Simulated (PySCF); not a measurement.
```xyz
18

C    -2.4150   -0.6217    0.4271
C    -1.4528   -0.0472   -0.6071
C    -0.1416    0.4167   -0.0005
F    -0.4476    1.4750    0.9065
Si    1.1902    1.1940   -1.2209
Si    2.7777    0.2383    0.2033
F     3.8436   -0.7439   -0.5426
Si    0.9028   -0.8653    1.0613
H    -1.9872   -1.5054    0.8961
H    -2.6120    0.1172    1.2002
H    -3.3589   -0.8954   -0.0391
H    -1.2195   -0.8020   -1.3617
H    -1.9335    0.7961   -1.1113
H     1.0031    0.6306   -2.5648
H     0.9819    2.6387   -1.3269
H     3.7152    1.0176    1.0102
H     0.5126   -0.8066    2.4708
H     0.6322   -2.2303    0.5879
```

Geometry: GFN2-xTB.

Theory: PBE0/pcSseg-1, SCF density, gas phase, non-relativistic (PySCF).

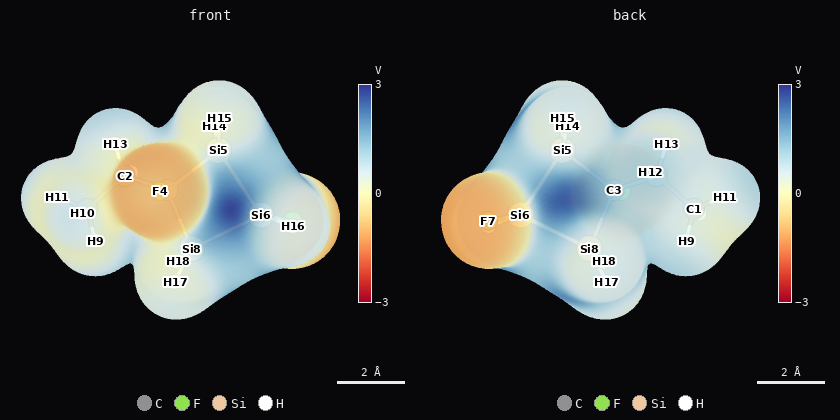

C3H10F2Si3. The electrostatic potential painted on the density surface at 0.004 e/bohr³, seen from the front and from behind; red is negative and blue positive.

Which sites attract a positive test charge, and which a negative one?

A positive charge is drawn to the negative regions and a negative charge to the positive ones. The most negative region (about −1.2 V) lies over F7, the most positive (about +2.6 V) over Si5, Si6 and Si8.

How polar is the molecule by this calculation?

Its dipole moment is 1.00 D.
